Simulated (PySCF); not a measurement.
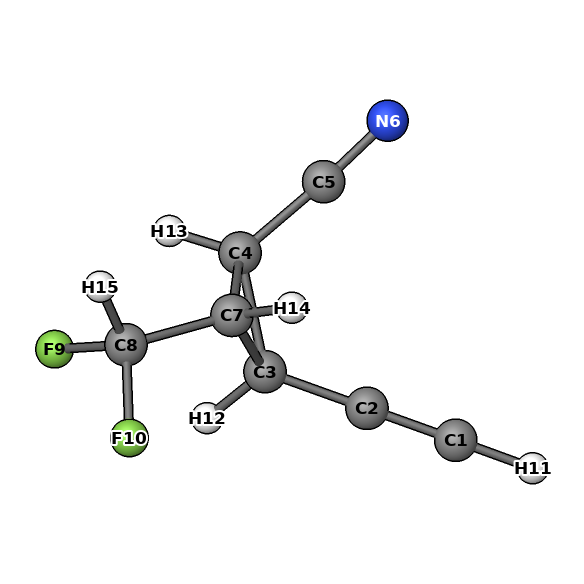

The questions are on Mulliken spin populations. State: charge +1, doublet. The computed structure is the end point of a GFN2-xTB optimisation. No frequency run is at hand to confirm it as a minimum. Properties computed with UKS B3LYP, pcH-1 on C F H N, non-relativistic (PySCF 2.14.0).

Which atom carries the largest spin population?

C1 (0.48 e).

Which atom has the lowest spin population?

H11 (−0.02 e); a negative value comes from spin polarisation.

Give the Mulliken spin populations atom by atom.

```json
{"atom": "C1", "value (e)": "0.48"}
{"atom": "C2", "value (e)": "0.08"}
{"atom": "C3", "value (e)": "0.17"}
{"atom": "C4", "value (e)": "0.09"}
{"atom": "C5", "value (e)": "−0.01"}
{"atom": "N6", "value (e)": "0.08"}
{"atom": "C7", "value (e)": "0.08"}
{"atom": "C8", "value (e)": "0.02"}
{"atom": "F9", "value (e)": "0.01"}
{"atom": "F10", "value (e)": "0.01"}
{"atom": "H11", "value (e)": "−0.02"}
{"atom": "H12", "value (e)": "−0.01"}
{"atom": "H13", "value (e)": "0.01"}
{"atom": "H14", "value (e)": "0.00"}
{"atom": "H15", "value (e)": "0.02"}
```

Mulliken values depend strongly on the basis set.
